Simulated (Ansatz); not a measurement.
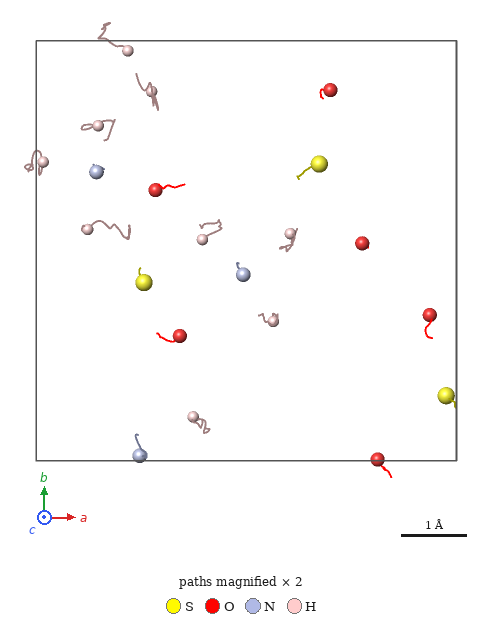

First-principles dynamics of a periodic cell with 3 SO2 + 3 NH3 at 1.49 g/cm³, 50 fs long. Lines trace each atom's path, in the colour of its element; spheres stand at the starting positions. The excursions are magnified 2 times. Seen along the c axis in the simulation cell.

Theory: DFT r2SCAN-D3(BJ), scalar-relativistic, plane waves, PAW (Ansatz). Settings: plane-wave cutoff 500 eV; k-point mesh 1 × 1 × 1; Fermi-Dirac smearing 0.05 eV; low-accuracy preset; Langevin thermostat (NVT); set temperature 350 K; time step 0.5 fs; H given the mass 2.014 u; friction 0.02 per fs.

Question: What do the traces tell about the motion?

Answer: In the second half of the run the atoms are, in the root-mean-square, this far from where they began (common drift taken out): H 0.24 Å, S 0.15 Å, N 0.14 Å, O 0.13 Å. The heavy atoms stay within a fraction of a molecule's size of their starting places; so short a run doesn't tell a liquid from a solid. Over the second half the temperature averages 256 K (spread ±34 K). The potential energy is still drifting at the end, so the run hasn't reached equilibrium. The potential energy in the second half lies on average 27.3 meV per atom above the first frame.

Limits of the set-up: the program's low-accuracy preset was used; masses were changed (H 2.014 u), which shifts the vibrations; the periodic images lie only 6.5 Å apart, so the values are limited by the cell's size.

Cost: 6.5 min on 1 thread of AMD EPYC 9R45 (Zen 5), with other jobs on the host, peak memory 0.7 GiB.
